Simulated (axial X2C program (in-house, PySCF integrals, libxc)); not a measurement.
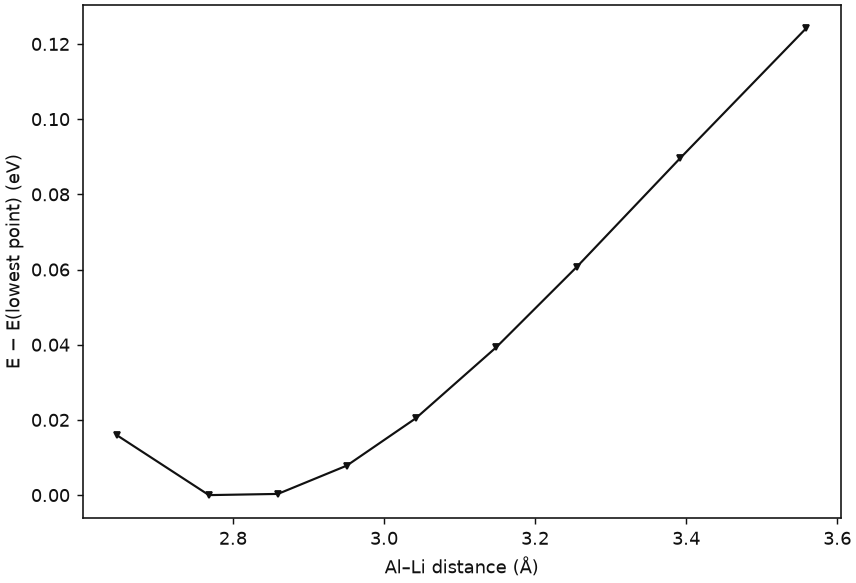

**Figure 1.** Energy at 9 bond lengths, for one set of occupations held fixed; the line joins the points. A polynomial of degree 6 through 8 points gives rₑ = 2.809 Å, ωₑ = 223.8 cm⁻¹, ωₑxₑ = 2.5 cm⁻¹ and Bₑ = 0.3837 cm⁻¹. The minimum lies 0.22 eV below Al + Li⁺, each computed as one determinant at the same level.

**AlLi⁺: relativistic diatomic calculation**

AlLi⁺, single determinant with Ω = 3/2 (not the lowest found). Computed at this level: PBE0, two-component X2C with atomic mean-field Coulomb and Gaunt terms, Al dyall-v3z, Li dyall-cv3z (cores contracted) (axial X2C program (in-house, PySCF integrals, libxc)).

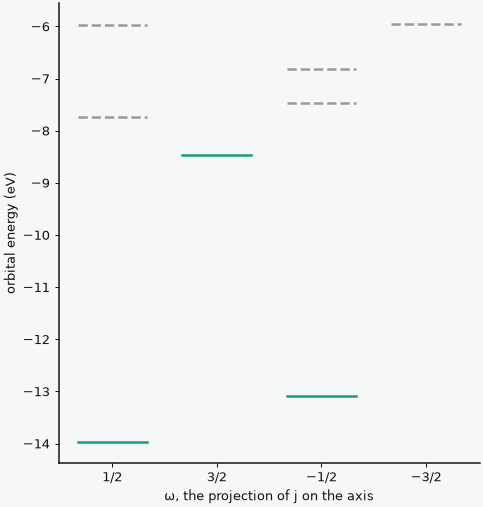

**Figure 2.** Orbital energies near the frontier at 3.04 Å, filled (solid) and empty (dashed). The highest filled spinor (3/2; 87 % Al p, 9 % Li p) lies at −8.46 eV, the lowest empty one (1/2; 61 % Al p, 26 % Li s) at −7.75 eV.

These pictures come from the run below.

**Input file**
```
{"zs": [13, 3], "q": 1, "bas": ["dyall-v3z", "dyall-cv3z"], "levels": ["PBE0", "HF", "B97-3"], "cc": true, "r0": 2.59, "thr": -2.0, "nmax": 90, "npts": 10, "nst": 2, "ntry": 6}
```

The line is the task of a batch: nuclear charges, charge, bases, the levels to run, a first guess of the distance and further settings. This report covers PBE0 with spin-orbit coupling. The log is that of the reference distance 3.042 Å, started from orbitals converged before.

The run was one of a batch that the task file lists, launched with:
```bash
python <driver script> task.json out
```

**Output**
```
two-component X2C + atomic mean field  PBE0
basis functions 90  fitting functions 494  grid points 4367
iter        total energy     max residual
   1       -249.939100528     7.31e-06
   2       -249.939100528     6.28e-06
converged
one-electron -357.43649431  Coulomb 120.90291240  exact exchange -4.93671028  xc functional -15.22493961  nuclear repulsion 6.78432322  atomic mean-field constant -0.02819194
```

**The points of the curve**

| R (Å) | E (hartree) | dipole (D; origin at the first atom, positive when the second is positive) | highest filled (eV) | lowest empty (eV) |
| --- | --- | --- | --- | --- |
| 2.647 | −249.939266 | 8.42 | −8.94 | −8.01 |
| 2.768 | −249.939851 | 9.11 | −8.79 | −7.94 |
| 2.860 | −249.939839 | 9.64 | −8.68 | −7.88 |
| 2.951 | −249.939563 | 10.17 | −8.57 | −7.81 |
| 3.042 | −249.939101 | 10.72 | −8.46 | −7.75 |
| 3.148 | −249.938406 | 11.36 | −8.33 | −7.67 |
| 3.255 | −249.937623 | 12.00 | −8.21 | −7.59 |
| 3.392 | −249.936560 | 12.84 | −8.06 | −7.49 |
| 3.559 | −249.935286 | 13.87 | −7.89 | −7.36 |

**Results in brief**

```
                 quantity                                                                 value
                  outcome                                                             converged
           bond length rₑ                                                               2.809 Å
                       ωₑ                                                            223.8 cm⁻¹
    energy at the minimum                                                    −249.93988 hartree
depth below the fragments                                                               0.22 eV
                 hardware  1 thread of Arm Neoverse V1, 24 GiB of memory available, shared host
                wall time                                                                 1.3 s
```

**Remarks**

To bear in mind: 9 of the 10 points asked for were kept.
